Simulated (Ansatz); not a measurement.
System: Ga5Sb2As3.

```
CELL_PARAMETERS angstrom
4.19911 0.00000 0.00000
0.00000 4.19911 0.00000
0.00000 0.00000 29.65513
ATOMIC_POSITIONS crystal
Ga 0.00000 0.00000 0.00000
Ga 0.50000 0.50000 0.50000
Ga 0.50000 0.50000 0.10850
Ga 0.00000 0.00000 0.60850
Ga 0.00000 0.00000 0.20292
Ga 0.50000 0.50000 0.70292
Ga 0.50000 0.50000 0.29708
Ga 0.00000 0.00000 0.79708
Ga 0.00000 0.00000 0.39150
Ga 0.50000 0.50000 0.89150
Sb 0.50000 0.00000 0.44584
Sb 0.00000 0.50000 0.94584
Sb 0.50000 0.00000 0.05416
Sb 0.00000 0.50000 0.55416
As 0.00000 0.50000 0.15570
As 0.50000 0.00000 0.65570
As 0.50000 0.00000 0.25000
As 0.00000 0.50000 0.75000
As 0.00000 0.50000 0.34430
As 0.50000 0.00000 0.84430
```

Space group I-4m2; a structure generated by program, which may or may not match a known phase.

The calculation used DFT PBE, scalar-relativistic, plane waves, PAW (Ansatz).

What will maps of the valence pseudo-density and electron localisation function show?

Answer. Ga–As (2.52 Å): the density is about 0.44 e/Å³ at the midpoint; the ELF peaks at about 0.80 between the atoms.
Ga–Sb (2.64 Å): ρ at the midpoint is about 0.42 e/Å³; the ELF peaks at about 0.70 between the atoms.

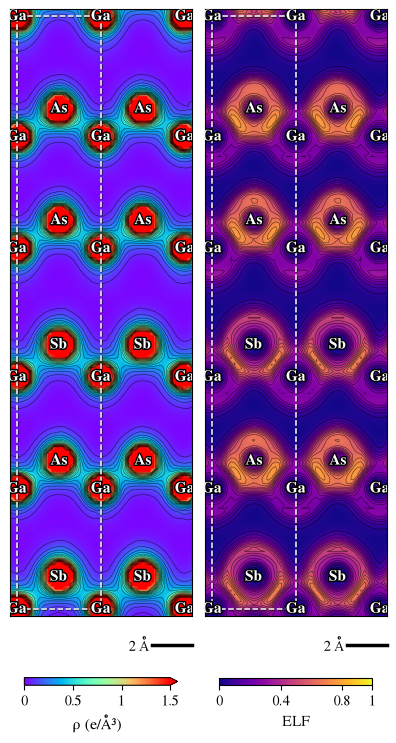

Computed valence pseudo-density and electron localisation function on the (010) plane of the conventional cell, in this order. 

In a PAW calculation such maps are meaningful between the atoms, not at the nuclei.
